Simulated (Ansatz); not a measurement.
# C4H11P (tert-butylphosphine) at 6 levels

Wanted: a comparison of 6 runs (B2PLYP/6-31G*, B3LYP/6-31G*, BLYP/6-31G*, PBE0/6-31G*, wB97X/6-31G*, RPA@PBE/6-31G*) of C4H11P (tert-butylphosphine). 

Program for the calculation: Ansatz 0.2.0.

54 further runs of the same task are left out: 54 set aside as unsound or not needed.

### Step 1. The molecule

The species is C4H11P (16 atoms), meant as a singlet with charge 0. As SMILES, `CC(C)(C)P`. The C1–H8 distance was set to 1.966 Å, away from the relaxed value. At this shape a bond of the SMILES string is far longer than usual.

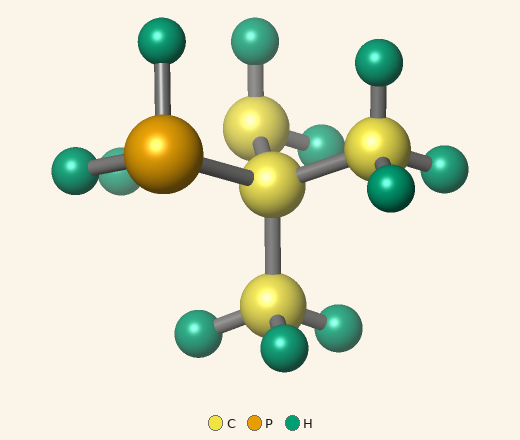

The structure, seen from a chosen angle (carbon yellow, phosphorus amber, hydrogen teal).

### Step 2. A single-point energy at B2PLYP/6-31G(d) (spherical functions) (run 1)

Contents of run.yaml:

```yaml
crystal:
  periodic: [false, false, false]
  atoms:
    - {symbol: C, position_ang: [0.089511, 0.852216, -1.047588]}
    - {symbol: C, position_ang: [0.867201, 0.239546, 0.109122]}
    - {symbol: C, position_ang: [2.310771, 0.736166, 0.090632]}
    - {symbol: C, position_ang: [0.843461, -1.283584, 0.007252]}
    - {symbol: P, position_ang: [0.150731, 0.691216, 1.778372]}
    - {symbol: H, position_ang: [0.089041, 1.943366, -0.993618]}
    - {symbol: H, position_ang: [0.540901, 0.563116, -2.003998]}
    - {symbol: H, position_ang: [-1.780850, 0.244920, -1.055490]}
    - {symbol: H, position_ang: [2.892231, 0.310986, 0.912552]}
    - {symbol: H, position_ang: [2.360311, 1.825646, 0.168782]}
    - {symbol: H, position_ang: [2.793981, 0.447516, -0.848518]}
    - {symbol: H, position_ang: [-0.179269, -1.669924, 0.023172]}
    - {symbol: H, position_ang: [1.394241, -1.749584, 0.828182]}
    - {symbol: H, position_ang: [1.305421, -1.603174, -0.932578]}
    - {symbol: H, position_ang: [0.002131, 2.085556, 1.542392]}
    - {symbol: H, position_ang: [-1.210459, 0.414746, 1.473992]}
basis:
  gaussian:
    orbitals: 6-31G_st_-spherical.json
hamiltonian:
  xc: {name: B2PLYP}
correlation:
  frozen_orbitals: {C: 1, H: 0, P: 5}
accuracy: high
output:
  orbitals: {seedname: orbitals}
```

The basis set 6-31G* is read from a file made from the Basis Set Exchange's data (not shown).

Run with:

```
ansatz run run.yaml --threads 1 --pin off --max-ram 3480MiB --events-out events.jsonl --progress --plain --runs-dir runs
```

What it wrote:

```text
Warning: RAYON_NUM_THREADS=1 ignored (pool sized by the plan → 1); use --threads N
Functional definition: B2PLYP
  name "B2PLYP"
  parameter a = 0.53
  parameter c = 0.27
  exchange = (1 - a)*b88_x + a*exact_x
  correlation = (1 - c)*lyp_c + c*(mp2_os + mp2_ss)
2480 factors; integrals over basis functions are off by at most 4.0e-9 eV
mean field evaluation 1: about -13591.9025 eV, gradient 4.1e1 eV
mean field evaluation 2: about -13591.9705 eV, gradient 4.1e1 eV
mean field evaluation 4: about -13596.5050 eV, gradient 5.4e0 eV
mean field evaluation 8: about -13596.5900 eV, gradient 2.9e-1 eV
mean field evaluation 16: about -13596.5903 eV, gradient 5.4e-5 eV
mean field -13596.59030385 eV, -499.6654775665 hartree, gradient 9.4e-8 eV, S^2 0.000000; 0 other end points of the search recorded, 0 dependent functions left out; unrestricted orbitals would lower it
9 core orbitals not correlated: weight in the atoms' cores, before any rotation towards them, 1.000 or more for the frozen orbitals, at most 0.000 for the correlated occupied ones
reference -13596.59033029 eV, -499.6654785383 hartree; 16, 16 occupied and 71, 71 virtual orbitals, 2480 factors
second order -21.90209359 eV of doubles, -0.00000000 eV of singles
Total energy: -13602.50389556 eV, -499.8827980535 hartree
```

Wall time 19 s (1 thread of Arm Neoverse V1, shared host); peak memory 0.39 GiB.

### Step 3. A single-point energy at B3LYP/6-31G(d) (spherical functions) (run 2)

Contents of molecule.yaml:

```yaml
crystal:
  periodic: [false, false, false]
  atoms:
    - {symbol: C, position_ang: [0.089511, 0.852216, -1.047588]}
    - {symbol: C, position_ang: [0.867201, 0.239546, 0.109122]}
    - {symbol: C, position_ang: [2.310771, 0.736166, 0.090632]}
    - {symbol: C, position_ang: [0.843461, -1.283584, 0.007252]}
    - {symbol: P, position_ang: [0.150731, 0.691216, 1.778372]}
    - {symbol: H, position_ang: [0.089041, 1.943366, -0.993618]}
    - {symbol: H, position_ang: [0.540901, 0.563116, -2.003998]}
    - {symbol: H, position_ang: [-1.780850, 0.244920, -1.055490]}
    - {symbol: H, position_ang: [2.892231, 0.310986, 0.912552]}
    - {symbol: H, position_ang: [2.360311, 1.825646, 0.168782]}
    - {symbol: H, position_ang: [2.793981, 0.447516, -0.848518]}
    - {symbol: H, position_ang: [-0.179269, -1.669924, 0.023172]}
    - {symbol: H, position_ang: [1.394241, -1.749584, 0.828182]}
    - {symbol: H, position_ang: [1.305421, -1.603174, -0.932578]}
    - {symbol: H, position_ang: [0.002131, 2.085556, 1.542392]}
    - {symbol: H, position_ang: [-1.210459, 0.414746, 1.473992]}
basis:
  gaussian: {orbitals: 6-31G_st_-spherical.json}
hamiltonian: {xc: {name: B3LYP}}
accuracy: high
output: {orbitals: {seedname: orbitals}}
```

The basis set 6-31G* is read from a file made from the Basis Set Exchange's data (not shown).

Run with:

```
ansatz run molecule.yaml --threads 1 --pin off --max-ram 3480MiB --events-out events.jsonl --progress --plain --runs-dir runs
```

What it wrote:

```text
Warning: RAYON_NUM_THREADS=1 ignored (pool sized by the plan → 1); use --threads N
Functional definition: B3LYP
  name "B3LYP"
  parameter a0 = 0.2
  parameter ax = 0.72
  parameter ac = 0.81
  exchange = (1 - a0 - ax)*slater_x + ax*b88_x + a0*exact_x
  correlation = (1 - ac)*vwn_rpa_c + ac*lyp_c
2480 factors; integrals over basis functions are off by at most 4.0e-9 eV
mean field evaluation 1: about -13602.8263 eV, gradient 6.0e1 eV
mean field evaluation 2: about -13589.2641 eV, gradient 8.7e1 eV
mean field evaluation 4: about -13612.5872 eV, gradient 5.6e0 eV
mean field evaluation 8: about -13612.9863 eV, gradient 1.6e-1 eV
mean field evaluation 16: about -13612.9864 eV, gradient 8.5e-5 eV
mean field -13612.98639155 eV, -500.2680226761 hartree, gradient 8.6e-8 eV, S^2 0.000000; 0 other end points of the search recorded, 0 dependent functions left out
reference -13612.98643327 eV, -500.2680242092 hartree; 25, 25 occupied and 71, 71 virtual orbitals, 2480 factors
Total energy: -13612.98643327 eV, -500.2680242092 hartree
```

Run time: 14 s. Hardware: 1 thread of Arm Neoverse V1, shared host; peak memory 0.4 GiB.

Runs 3 to 5 aren't shown in full; the table further down has their settings and results.

### Step 4. A single-point energy at RPA@PBE/6-31G(d) (spherical functions) (run 6)

Contents of molecule.yaml:

```yaml
crystal:
  periodic: [false, false, false]
  atoms:
    - symbol: C
      position_ang: [0.089511, 0.852216, -1.047588]
    - symbol: C
      position_ang: [0.867201, 0.239546, 0.109122]
    - symbol: C
      position_ang: [2.310771, 0.736166, 0.090632]
    - symbol: C
      position_ang: [0.843461, -1.283584, 0.007252]
    - symbol: P
      position_ang: [0.150731, 0.691216, 1.778372]
    - symbol: H
      position_ang: [0.089041, 1.943366, -0.993618]
    - symbol: H
      position_ang: [0.540901, 0.563116, -2.003998]
    - symbol: H
      position_ang: [-1.780850, 0.244920, -1.055490]
    - symbol: H
      position_ang: [2.892231, 0.310986, 0.912552]
    - symbol: H
      position_ang: [2.360311, 1.825646, 0.168782]
    - symbol: H
      position_ang: [2.793981, 0.447516, -0.848518]
    - symbol: H
      position_ang: [-0.179269, -1.669924, 0.023172]
    - symbol: H
      position_ang: [1.394241, -1.749584, 0.828182]
    - symbol: H
      position_ang: [1.305421, -1.603174, -0.932578]
    - symbol: H
      position_ang: [0.002131, 2.085556, 1.542392]
    - symbol: H
      position_ang: [-1.210459, 0.414746, 1.473992]
basis:
  gaussian: {orbitals: 6-31G_st_-spherical.json}
total_charge: 0
hamiltonian: {xc: pbe}
correlation: {method: rpa, frozen_orbitals: {C: 1, H: 0, P: 5}}
accuracy: high
```

The basis set 6-31G* is read from a file made from the Basis Set Exchange's data (not shown).

Run with:

```
ansatz run molecule.yaml --threads 1 --pin off --max-ram 3480MiB --events-out events.jsonl --progress --plain --runs-dir runs
```

What it wrote, shortened:

```text
Warning: RAYON_NUM_THREADS=1 ignored (pool sized by the plan → 1); use --threads N
Functional definition: PBE
  name "PBE"
[...]
2480 factors; integrals over basis functions are off by at most 4.0e-9 eV
[...]
mean field -13601.67532940 eV, -499.8523488088 hartree, gradient 9.5e-8 eV, S^2 0.000000; 1 other end points of the search recorded, 0 dependent functions left out
9 core orbitals not correlated: weight in the atoms' cores, before any rotation towards them, 1.000 or more for the frozen orbitals, at most 0.000 for the correlated occupied ones
reference -13562.18508928 eV, -498.4011092519 hartree; 16, 16 occupied and 71, 71 virtual orbitals, 2480 factors
Total energy: -13592.14805820 eV, -499.5022280500 hartree
```

Wall time 22 s (1 thread of Arm Neoverse V1, shared host); peak memory 0.44 GiB.

### Step 5. Overview of the runs

| run | level | frozen core orbitals | energy (Eh) | HOMO energy (eV) | LUMO energy (eV) | HOMO–LUMO gap (eV) | wall time |
| --- | --- | --- | --- | --- | --- | --- | --- |
| 1 | B2PLYP/6-31G* (spherical functions) | 9 | -499.882798 | -7.87 | 0.10 | 7.97 | 19 s |
| 2 | B3LYP/6-31G* (spherical functions) | – | -500.268024 | -6.67 | -1.55 | 5.12 | 14 s |
| 3 | BLYP/6-31G* (spherical functions) | – | -500.127251 | -5.56 | -2.16 | 3.40 | 11 s |
| 4 | PBE0/6-31G* (spherical functions) | – | -499.914050 | -6.90 | -1.32 | 5.57 | 17 s |
| 5 | wB97X/6-31G* (spherical functions) | – | -500.195579 | -9.25 | 0.85 | 10.11 | 49 s |
| 6 | RPA@PBE/6-31G* (spherical functions) | 9 | -499.502228 | – | – | – | 22 s |

### Step 6. What came out

| quantity | value |
| --- | --- |
| run 6: total energy | -499.50223 Eh |
| run 6: RPA correlation energy (valence) | -1101.1 mEh |

**Reading.** Over runs 1, 2, 3, 4, 5 the HOMO–LUMO gap runs from 3.40 eV (BLYP/6-31G*) to 10.11 eV (wB97X/6-31G*). Totals of different functionals can't be ranked against each other. In run 1 the log says that unrestricted orbitals would lower the reference, so the values rest on an unstable closed-shell determinant (other closed-shell runs at this shape may share the fault). In runs 1, 2, 3, 4, 5 a closed-shell determinant meets a far-stretched bond, which it describes badly. All runs together took 2.2 min, the longest 49 s.
